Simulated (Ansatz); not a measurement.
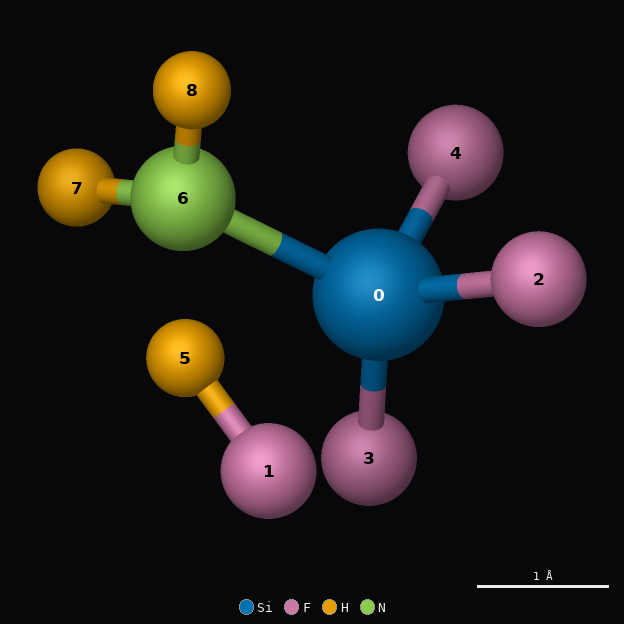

The picture shows the input geometry. Atoms are numbered from 0, in the order of the input.

Input file:

```yaml
crystal:
  periodic: [false, false, false]
  atoms:
    - {symbol: Si, position_ang: [-0.695718, 0.340022, -0.018670]}
    - {symbol: F, position_ang: [-0.346613, -1.604050, -0.723897]}
    - {symbol: F, position_ang: [-0.987351, 0.714047, -1.597579]}
    - {symbol: F, position_ang: [-1.835404, -0.380736, 0.882537]}
    - {symbol: F, position_ang: [-0.853209, 1.814775, 0.473358]}
    - {symbol: H, position_ang: [0.577261, -1.212467, -0.326295]}
    - {symbol: N, position_ang: [1.039421, -0.030492, 0.242762]}
    - {symbol: H, position_ang: [1.352229, -0.164492, 1.251582]}
    - {symbol: H, position_ang: [1.742993, 0.485252, -0.288486]}
basis:
  gaussian: {orbitals: def2-SVP}
hamiltonian: {xc: {name: CAM-B3LYP}, dispersion: d4}
saddle:
  f_tol: 0.1
  max_steps: 40
  mode_guess:
    - [0.1306, 0.3027, 0.1638]
    - [0.2868, -0.3462, -0.0593]
    - [0.0608, -0.0680, 0.0959]
    - [0.0914, -0.0040, -0.0923]
    - [-0.0966, 0.2540, 0.0911]
    - [-0.4195, -0.4727, -0.3035]
    - [-0.0536, 0.1737, 0.0576]
    - [0.0068, 0.0925, 0.0300]
    - [-0.0067, 0.0680, 0.0167]
```

Command:

```sh
ansatz run in.yaml --threads 8 --pin off --events-out ev --progress --plain --max-ram 19148MiB
```

Result (its end):

```
mean field -20274.62318146 eV, -745.0786592855 hartree, gradient 6.3e-5 eV, S^2 0.000000; 1 other end points of the search recorded, 0 dependent functions left out
the calculation of the forces begins
reference -20274.62327859 eV, -745.0786628549 hartree; 30, 30 occupied and 73, 73 virtual orbitals, 1043 factors
saddle step   8: F+E_penalty+E_count = -20274.76265542 eV  max|allowed force component| = 3.635e-3 eV/Å  curvature = -5.6435 eV/Å² (error put at 0.0068; -5.6496 at half of saddle.amplitude)  mode residual = 8.26e-1 eV/Å²  Δτ_max = 0.0146 Å  (1 rotations, 87 force calls, 1294 SCF iters)  order check (unasked): positive, curvature across the mode = +0.2302 eV/Å²; +0.0683 less its residual, +0.0678 less it at half of saddle.amplitude; error put at 0.0005 (79 force calls)  cluster: 3 rotations left out, max|force component along them| = 6.561e-8 eV/Å
Total energy: -20274.76275255 eV, -745.0837884284 hartree
Atom 0 at    -0.697698     0.320418    -0.080810 Å, force    -0.003635    -0.000459    -0.001384 eV/Å
Atom 1 at    -0.359699    -1.544802    -0.749175 Å, force    -0.000185     0.001230     0.000814 eV/Å
Atom 2 at    -1.046200     0.643830    -1.606321 Å, force     0.000182    -0.000844     0.002352 eV/Å
Atom 3 at    -1.768282    -0.377185     0.878584 Å, force     0.001622     0.000689    -0.002253 eV/Å
Atom 4 at    -0.744172     1.821337     0.522337 Å, force     0.000306    -0.000423     0.000066 eV/Å
Atom 5 at     0.608476    -1.221453    -0.334805 Å, force     0.000589     0.002361     0.001439 eV/Å
Atom 6 at     1.029135    -0.089795     0.252617 Å, force     0.001553    -0.001227    -0.001834 eV/Å
Atom 7 at     1.271474    -0.098483     1.244453 Å, force     0.000545    -0.000000    -0.000767 eV/Å
Atom 8 at     1.700574     0.507992    -0.231567 Å, force    -0.000977    -0.001326     0.001567 eV/Å
Dipole moment:     0.894682    -0.031334     0.247200 e Å
```

The calculation finished and met its thresholds.
